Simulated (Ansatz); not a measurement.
The starting structures come from a database of crystals and need not be the phases stable at ambient conditions.

 Where the default PAW files enter, the runs use the earlier of Ansatz's two default sets.

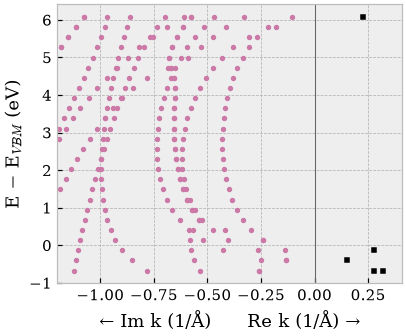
Figure. Complex bands at the centre of the two-dimensional zone; Ansatz (an electronic-structure program) with r2SCAN

No gap correction and no spin-orbit coupling; mid-gap values are interpolated between computed energies.

Question: This is CaCl$_{2}$ (P4_2/mnm, rutile, not sure to be the ambient phase, 6 atoms a cell, 28.6 Å³ an atom) along the normal of (100). Read off the slowest decay at the centre of the two-dimensional zone at 2.83 eV, the computed energy nearest the middle of the gap.

Answer: κ ≈ 0.43 1/Å, a decay length 1/(2κ) of the density of 1.2 Å.
